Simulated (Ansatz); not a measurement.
# C₂H₇AlOSi: a changed input and its effect

System: C₂H₇AlOSi.
Method of run A: RKS r2SCAN-D4/def2-TZVPP (Ansatz 0.2.0).

The geometry comes from this level: PBE0-D4/def2-TZVP. Text and figures count atoms from 1; the logs count them from 0 in places.

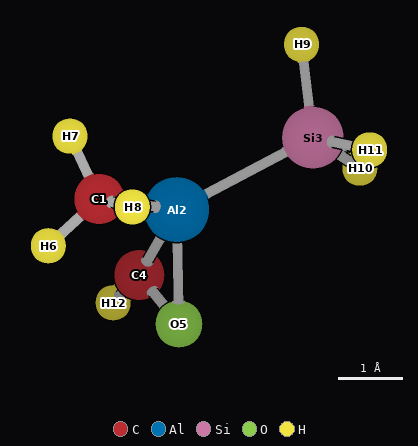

The structure (ball-and-stick view, seen at a tilt; atoms are numbered from 1 in the order of the input). Sticks mark near contacts. Bond lengths as drawn: Al–C 1.95 Å, Al–O 1.97 Å, Al–Si 2.45 Å, C–H 1.09 to 1.10 Å, C–O 1.25 Å and H–Si 1.49 Å.

The input, run A:
```yaml
crystal:
  periodic: [false, false, false]
  atoms:
    - {symbol: C, position_ang: [-1.921018, -0.010727, 0.689176]}
    - {symbol: Al, position_ang: [-0.143801, 0.235796, -0.072728]}
    - {symbol: Si, position_ang: [1.797671, -1.216512, 0.254446]}
    - {symbol: C, position_ang: [0.201482, 1.876747, -1.059980]}
    - {symbol: O, position_ang: [-0.169743, 1.011486, -1.882940]}
    - {symbol: H, position_ang: [-2.651991, 0.675686, 0.253694]}
    - {symbol: H, position_ang: [-1.909589, 0.160300, 1.770321]}
    - {symbol: H, position_ang: [-2.282799, -1.031189, 0.532474]}
    - {symbol: H, position_ang: [2.273404, -1.178691, 1.669253]}
    - {symbol: H, position_ang: [2.949710, -0.810730, -0.602428]}
    - {symbol: H, position_ang: [1.502157, -2.646547, -0.054267]}
    - {symbol: H, position_ang: [0.431619, 2.879080, -1.462922]}
basis:
  gaussian: {orbitals: def2-TZVPP}
hamiltonian: {xc: r2scan, dispersion: d4}
output: {forces: true, orbitals: {seedname: orbitals}}
```

Command:
```bash
ansatz run in.yaml --threads 4 --pin off --events-out ev --progress --plain --max-ram 10444MiB
```

Hardware: 4 threads of Arm Neoverse V1, 23 GiB of memory available, shared host.

Output (run A):
```
Functional definition: r2SCAN
  parameter k0 = 0.174
  parameter k1 = 0.065
  parameter a1 = 4.9479
  exchange = r2scan_x(k0 = k0, k1 = k1, a1 = a1)
  correlation = r2scan_c
1481 factors; their error is unknown
mean field evaluation 1: about -18696.3281 eV, gradient 7.1e1 eV
mean field evaluation 2: about -18680.4834 eV, gradient 1.1e2 eV
mean field evaluation 4: about -18707.2326 eV, gradient 9.9e0 eV
mean field evaluation 8: about -18707.4519 eV, gradient 1.7e-1 eV
mean field evaluation 16: about -18707.4161 eV, gradient 5.2e-4 eV
mean field -18707.41606076 eV, -687.4848598910 hartree, gradient 3.5e-5 eV, S^2 0.000000; 0 other end points of the search recorded, 0 dependent functions left out
the calculation of the forces begins
reference -18707.41607644 eV, -687.4848604670 hartree; 27, 27 occupied and 248, 248 virtual orbitals, 1481 factors
Total energy: -18707.47757510 eV, -687.4871205013 hartree
Atom 0 at    -1.921018    -0.010727     0.689176 Å, force     0.026608    -0.001193    -0.018840 eV/Å
Atom 1 at    -0.143801     0.235796    -0.072728 Å, force     0.014729    -0.004673     0.042799 eV/Å
Atom 2 at     1.797671    -1.216512     0.254446 Å, force    -0.003240     0.000586     0.000729 eV/Å
Atom 3 at     0.201482     1.876747    -1.059980 Å, force     0.128744     0.263397     0.346483 eV/Å
Atom 4 at    -0.169743     1.011486    -1.882940 Å, force    -0.138348    -0.282699    -0.349396 eV/Å
Atom 5 at    -2.651991     0.675686     0.253694 Å, force    -0.003100    -0.017028     0.019928 eV/Å
Atom 6 at    -1.909589     0.160300     1.770321 Å, force    -0.022867    -0.008868    -0.018344 eV/Å
Atom 7 at    -2.282799    -1.031189     0.532474 Å, force    -0.014890     0.020998     0.016655 eV/Å
Atom 8 at     2.273404    -1.178691     1.669253 Å, force     0.000517    -0.008803    -0.026405 eV/Å
Atom 9 at     2.949710    -0.810730    -0.602428 Å, force    -0.010593    -0.014561     0.016721 eV/Å
Atom 10 at     1.502157    -2.646547    -0.054267 Å, force     0.017366     0.014900     0.008716 eV/Å
Atom 11 at     0.431619     2.879080    -1.462922 Å, force     0.005072     0.037945    -0.039044 eV/Å
Dipole moment:    -0.143053     0.355502    -0.001523 e Å
```

For run B the input was changed thus:
```diff
-hamiltonian: {xc: r2scan, dispersion: d4}
+hamiltonian: {xc: pbe, dispersion: d4}
```

How does run B compare with run A?

The total energies belong to different models, so their difference says nothing on which is more stable or more accurate. The largest force goes from 0.470 to 1.070 eV/Å. The HOMO goes from −6.19 to −5.95 eV. The LUMO goes from −3.02 to −3.26 eV. The dipole moment goes from 1.84 to 1.80 D. On the same kind of shared host run B took about 0.5 times as long.

Output (run B):
```
Functional definition: PBE
  parameter kappa = 0.804
  parameter beta = 0.06672455060314922
  exchange = pbe_x(kappa = kappa, mu = beta*pi^2/3)
  correlation = pbe_c(beta = beta)
1481 factors; their error is unknown
mean field evaluation 1: about -18684.3078 eV, gradient 7.9e1 eV
mean field evaluation 2: about -18654.6512 eV, gradient 1.3e2 eV
mean field evaluation 4: about -18697.6241 eV, gradient 1.7e1 eV
mean field evaluation 8: about -18698.2209 eV, gradient 2.0e-1 eV
mean field evaluation 16: about -18698.1866 eV, gradient 8.5e-3 eV
mean field -18698.18655050 eV, -687.1456816450 hartree, gradient 3.1e-5 eV, S^2 0.000000; 0 other end points of the search recorded, 0 dependent functions left out
the calculation of the forces begins
reference -18698.18660392 eV, -687.1456836080 hartree; 27, 27 occupied and 248, 248 virtual orbitals, 1481 factors
Total energy: -18698.42500123 eV, -687.1544445477 hartree
Atom 0 at    -1.921018    -0.010727     0.689176 Å, force     0.040205     0.004721    -0.036046 eV/Å
Atom 1 at    -0.143801     0.235796    -0.072728 Å, force     0.106298    -0.144816     0.295407 eV/Å
Atom 2 at     1.797671    -1.216512     0.254446 Å, force    -0.102271     0.087039    -0.033321 eV/Å
Atom 3 at     0.201482     1.876747    -1.059980 Å, force     0.234159     0.454436     0.638711 eV/Å
Atom 4 at    -0.169743     1.011486    -1.882940 Å, force    -0.280695    -0.518546    -0.892508 eV/Å
Atom 5 at    -2.651991     0.675686     0.253694 Å, force    -0.141950     0.128804    -0.076498 eV/Å
Atom 6 at    -1.909589     0.160300     1.770321 Å, force     0.003269     0.033266     0.196944 eV/Å
Atom 7 at    -2.282799    -1.031189     0.532474 Å, force    -0.068991    -0.190251    -0.027766 eV/Å
Atom 8 at     2.273404    -1.178691     1.669253 Å, force     0.048485    -0.000199     0.134050 eV/Å
Atom 9 at     2.949710    -0.810730    -0.602428 Å, force     0.120204     0.029839    -0.079688 eV/Å
Atom 10 at     1.502157    -2.646547    -0.054267 Å, force    -0.020604    -0.145766    -0.027106 eV/Å
Atom 11 at     0.431619     2.879080    -1.462922 Å, force     0.061891     0.261473    -0.092178 eV/Å
Dipole moment:    -0.149134     0.343631    -0.011318 e Å
```

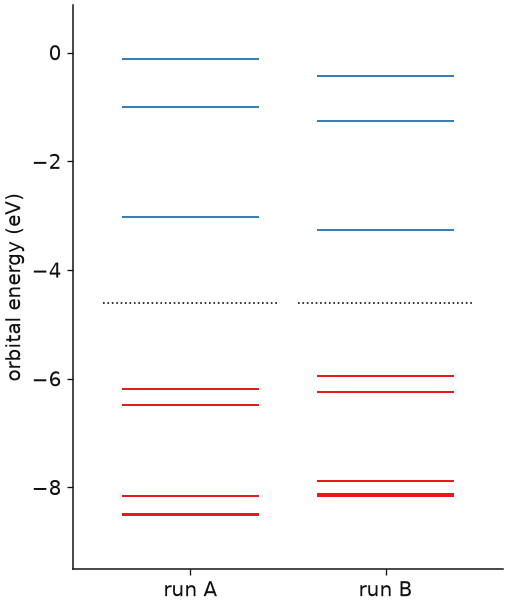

The five highest filled and three lowest empty orbital energies of the two runs; the dotted lines part filled from empty levels. The HOMO–LUMO gap is 3.17 eV in run A and 2.69 eV in run B.

The two runs side by side:

| quantity | run A | run B |
| --- | --- | --- |
| outcome | converged | converged |
| total energy (hartree) | −687.487121 | −687.154445 |
| HOMO (eV) | −6.19 | −5.95 |
| LUMO (eV) | −3.02 | −3.26 |
| dipole moment (D) | 1.84 | 1.80 |
| largest force (eV/Å) | 0.470 | 1.070 |
| basis functions | 275 | 275 |
| wall time (shared host) | 6 s | 3 s |
